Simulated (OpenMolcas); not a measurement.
# [B2FH4]− (SMILES B[BH2-]F), run twice

Wanted: a single-point energy of [B2FH4]−, CCSD[T]/6-31++G** (spherical functions).

The calculation is run with OpenMolcas 26.06.

### Step 1. The system as given

[B2FH4]−: 7 atoms, total charge -1, spin state singlet. As SMILES, `B[BH2-]F`. The shape comes from GFN2-xTB, which is rough for such elements, and wasn't checked as a minimum.

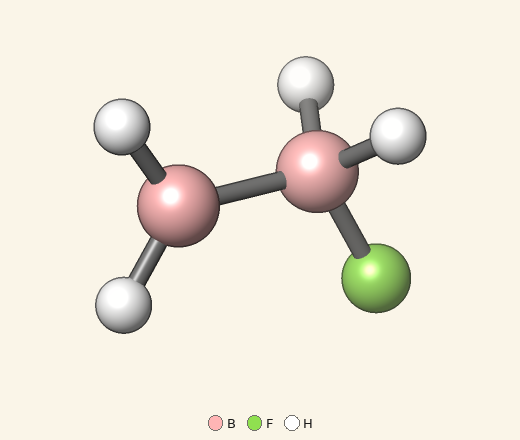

The structure, seen from a chosen angle (boron pink, fluorine green, hydrogen white).

### Step 2. First attempt

Contents of test.inp:

```
>>> EXPORT MOLCAS_PRINT=2

&gateway
 baslib=$CurrDir
 basisset
 B.6-31ppGss....
 B1 -0.557490 -0.547080 -0.606600 angstrom
 B2 0.368860 0.392230 0.434760 angstrom
 End of Basis
 basisset
 F.6-31ppGss....
 F3 1.833710 0.217080 0.299000 angstrom
 End of Basis
 basisset
 H.6-31ppGss....
 H4 -1.752900 -0.488230 -0.588920 angstrom
 H5 -0.165490 -1.324120 -1.424330 angstrom
 H6 0.111990 0.150390 1.619360 angstrom
 H7 0.161310 1.599740 0.266740 angstrom
 End of Basis

&seward

&scf
 charge=-1
 prorbitals=1 1
 Treshold=1e-8

&rasscf
 fileorb=$Project.ScfOrb
 spin=1
 nactel=0 0 0
 inactive=12
 ras2=0
 outorbitals=Canonical
 orblisting=Nothing

&motra
 jobiph
 frozen=3

&ccsdt
 cct
 triples=1
 iterations=50
 extrapolation=5 4
```

Run with:

```bash
$ export MOLCAS_MEM=1860
$ pymolcas test.inp > test.log
```

The log of the run:

```text
--- Start Module: gateway ---

                                              &GATEWAY

                       available to each process: 1.9 GB of memory, 1 thread

 Basis Set     1 Label: B.6-31PPGSS....
 Basis set is read from library:.
 basistype.tbl is not found

 Basis Set     2 Label: F.6-31PPGSS....
 Basis set is read from library:.
 basistype.tbl is not found

 Basis Set     3 Label: H.6-31PPGSS....
 Basis set is read from library:.
 basistype.tbl is not found

++    Symmetry information:
      ---------------------

                    Character Table for C1

                             E
                    a        1  x, y, xy, Rz, z, xz, Ry, yz, Rx, I
--

++    Basis set information:
      ----------------------

      Basis set label: B.6-31PPGSS.........

      Electronic valence basis set:
      ------------------
      Associated Effective Charge   5.000000 au
      Associated Actual Charge      5.000000 au
      Nuclear Model: Point charge

      Shell  nPrim  nBasis  Cartesian Spherical Contaminant
         s      11       4        X
         p       5       3        X
         d       1       1                 X

      Basis set label: F.6-31PPGSS.........

[... 84 lines left out ...]
--- Stop Module: gateway /rc=_RC_ALL_IS_WELL_ ---

--- Start Module: seward ---

                                              &SEWARD

                       available to each process: 1.9 GB of memory, 1 thread

               SEWARD will generate:
                  Multipole Moment integrals up to order  2
                  Kinetic Energy integrals
                  Nuclear Attraction integrals (point charge)
                  One-Electron Hamiltonian integrals
                  Velocity integrals
                  Orbital angular momentum around (  1.3047   0.0989   0.1536 )
                  Velocity quadrupole around (  1.3047   0.0989   0.1536 )
                  Two-Electron Repulsion integrals

                   Integrals are discarded if absolute value <: 1.00E-14
                   Integral cutoff threshold is set to       <: 1.00E-16

            Nuclear Potential Energy             54.24633963 au

      Basis set specifications :
      Symmetry species         a
      Basis functions           78

--- Stop Module: seward /rc=_RC_ALL_IS_WELL_ ---
--- Module seward spent 1 second ---

--- Start Module: scf ---

                                                &SCF

                       available to each process: 1.9 GB of memory, 1 thread

 Unidentified key word:Treshold
 >>>>> Input file for module SCF  <<<<<
charge
-1
prorbitals
1 1
 ******   Error  *******
Treshold

 ###############################################################################
 ###    ERROR: Error in FindErrorLine                                        ###
 ###############################################################################
--- Stop Module: scf /rc=_RC_INPUT_ERROR_ ---

.####################.
.# User input error #.
.####################.

    Timing: Wall=1.59 User=1.33 System=0.24
```

Wall time 1.8 s (1 thread of Arm Neoverse V2, shared host); peak memory 0.44 GiB.

### Step 3. Diagnosis

The job stopped with an error part of the way.

The telling line is `Stop Module: scf /rc=_RC_INPUT_ERROR_`. What is wrong: the input text is malformed or holds a word that the program doesn't know (`Treshold=1e-8`).

### Step 4. The mended input

Contents of test.input:

```
&gateway
  baslib = $CurrDir
  basisset
  B.6-31ppGss....
  B1 -0.557490 -0.547080 -0.606600 angstrom
  B2 0.368860 0.392230 0.434760 angstrom
  End of Basis
  basisset
  F.6-31ppGss....
  F3 1.833710 0.217080 0.299000 angstrom
  End of Basis
  basisset
  H.6-31ppGss....
  H4 -1.752900 -0.488230 -0.588920 angstrom
  H5 -0.165490 -1.324120 -1.424330 angstrom
  H6 0.111990 0.150390 1.619360 angstrom
  H7 0.161310 1.599740 0.266740 angstrom
  End of Basis

&seward

&scf
  charge = -1
  prorbitals = 0

&rasscf
  fileorb = $Project.ScfOrb
  spin = 1
  nactel = 0 0 0
  inactive = 12
  ras2 = 0
  outorbitals = Canonical
  orblisting = Nothing

&motra
  jobiph
  frozen = 3

&ccsdt
  cct
  triples = 1
  iterations = 50
  extrapolation = 5 4
```

The basis set 6-31++G** is read from a file made from the Basis Set Exchange's data (not shown).

Run with:

```bash
$ export MOLCAS_MEM=1860
$ pymolcas test.input > test.log
```

The log of the run:

```text
--- Start Module: gateway ---

                                              &GATEWAY

                       available to each process: 1.9 GB of memory, 1 thread

 Basis Set     1 Label: B.6-31PPGSS....
 Basis set is read from library:.
 basistype.tbl is not found

 Basis Set     2 Label: F.6-31PPGSS....
 Basis set is read from library:.
 basistype.tbl is not found

 Basis Set     3 Label: H.6-31PPGSS....
 Basis set is read from library:.
 basistype.tbl is not found

++    Symmetry information:
      ---------------------

                    Character Table for C1

                             E
                    a        1  x, y, xy, Rz, z, xz, Ry, yz, Rx, I
--

++    Basis set information:
      ----------------------

      Basis set label: B.6-31PPGSS.........

      Electronic valence basis set:
      ------------------
      Associated Effective Charge   5.000000 au
      Associated Actual Charge      5.000000 au
      Nuclear Model: Point charge

      Shell  nPrim  nBasis  Cartesian Spherical Contaminant
         s      11       4        X
         p       5       3        X
         d       1       1                 X

      Basis set label: F.6-31PPGSS.........

[... 180 lines left out ...]
++ Convergence information
[... 26 lines left out ...]
 *                                             SCF/KS-DFT Program, Final results                                             *
[... 77 lines left out ...]
      Nuclear repulsion energy =   54.24633963
[... 80 lines left out ...]
      Natural orbitals and occupation numbers for root  1
[... 9 lines left out ...]
      RASSCF energy for state  1                   -151.14576392
[... 13 lines left out ...]
      Von Neumann Entropy (Root   1) = -0.00000
[... 44 lines left out ...]
      Spin density orbitals for root   1 are written to the SPDORB.1 file
[... 94 lines left out ...]
      SCF energy:   -151.14576392
[... 52 lines left out ...]
      Convergence after                    16  Iterations
[... 3 lines left out ...]
      Reference energy    :      -151.1457639215648
[... 51 lines left out ...]
      Happy Landing!

  **********************************
   Triples Contribution Calculation
  **********************************

 NORB  75
 NOA    9
 NOB    9
 NVA   66
 NVB   66

 NUMBER OF IRREPS             :  1
 MULTIPLICITY                 :  1
 OVERALL SYMMETRY STATE       :  1
 METHOD                       : CCSD+T(CCSD)
 TYPE OF DENOMINATOR          : DIAGONAL
 SPIN ADAPTATION             : NONE
 CCSD RESULTS LOAD FROM FILE : RSTART
 PREFERENCE MATRIX MULT.     : NORMAL
 DENOMINATOR SHIFT FOR OCC.  :  0.00000E+00
 DENOMINATOR SHIFT FOR VIRT. :  0.00000E+00
 LEVEL OF OUTPUT PRINTING    : MINIMAL
 INPUT/OUTPUT HANDLING       : Standard SQ
 MATRIX HANDLING             : ESSL
 IJ CYCLE SEGMENTED          : NO

  Work space requirements :              2485374
  Allocation of work space : Done
       CCSD     =      -151.5549309854589
       T3 corr. =        -0.0110865482003
       CCSD + T3=      -151.5660175336591
  T3 energy decomposition into spin parts
  Eaaa =  -2.6955173393920502E-004
  Eaab =  -5.2737223661904215E-003
  Eabb =  -5.2737223661904189E-003
  Ebbb =  -2.6955173393920518E-004

      Happy Landing!

--- Stop Module: ccsdt /rc=_RC_ALL_IS_WELL_ ---
--- Module ccsdt spent 18 seconds ---

.##################.
.# Happy landing! #.
.##################.

    Timing: Wall=23.94 User=21.30 System=2.58
```

Wall time 24 s (1 thread of Arm Neoverse V2, shared host); peak memory 0.44 GiB.

### Step 5. Results

At CCSD[T]/6-31++G** (spherical functions):

```
                                   quantity          value
                               total energy  -151.56602 Eh
        HOMO energy (Hartree–Fock orbitals)       -4.65 eV
        LUMO energy (Hartree–Fock orbitals)        5.02 eV
      HOMO–LUMO gap (Hartree–Fock orbitals)        9.67 eV
correlation energy (3 core orbitals frozen)     -420.3 mEh
```

Mulliken charges of the mean-field density run from -0.60 on F3 to +0.24 on B2; in a basis this large or diffuse they mean little.
